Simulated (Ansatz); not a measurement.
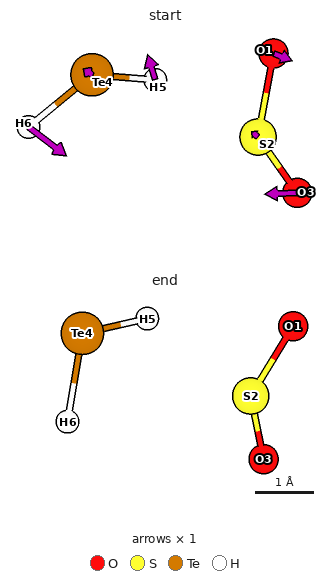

The structure of H₂TeSO₂ before (top) and after (bottom) a relaxation, at one scale. The purple arrows give the displacements, at their true length.

The picture is a ball-and-stick view, seen at a tilt.

Method: Ansatz, RKS PBE0-D4/def2-TZVP.

Input
```yaml
crystal:
  periodic: [false, false, false]
  atoms:
    - {symbol: O, position_ang: [-1.030186, 0.194573, -1.816017]}
    - {symbol: S, position_ang: [0.130992, 1.069706, -1.475783]}
    - {symbol: O, position_ang: [1.486372, 0.591851, -1.854346]}
    - {symbol: Te, position_ang: [-0.788862, -0.126560, 1.525858]}
    - {symbol: H, position_ang: [0.003810, -1.384988, 0.744982]}
    - {symbol: H, position_ang: [0.197974, -0.344680, 2.875407]}
basis:
  gaussian: {orbitals: def2-TZVP}
hamiltonian: {xc: pbe0, dispersion: d4}
relax: {f_tol: 0.005, max_steps: 200}
```

Command:
```bash
ansatz run in.yaml --threads 4 --pin off --events-out ev --progress --plain --max-ram 9574MiB
```

**What changed between the two?**

After 35 accepted moves (41 points after the start) the energy has fallen by 0.219 eV. Largest force component: 2.8 eV/Å at the start, 0.00057 eV/Å at the end. The line search rejected the trial steps at points 1, 6, 11, 13, 29, 37 of the run. The largest move after the best rigid fit is that of H6, 0.88 Å. Largest moves by element: H 0.88 Å, O 0.59 Å, Te 0.23 Å, S 0.17 Å. Near-neighbour distances that change, for instance: S2–Te4 3.360 → 3.435 Å, O1–S2 1.493 → 1.435 Å, Te4–H6 1.686 → 1.656 Å, Te4–H5 1.680 → 1.655 Å.

Limits of the set-up: the start holds two separate molecules, 3.2 Å apart at their closest, whose relative position is a soft coordinate.
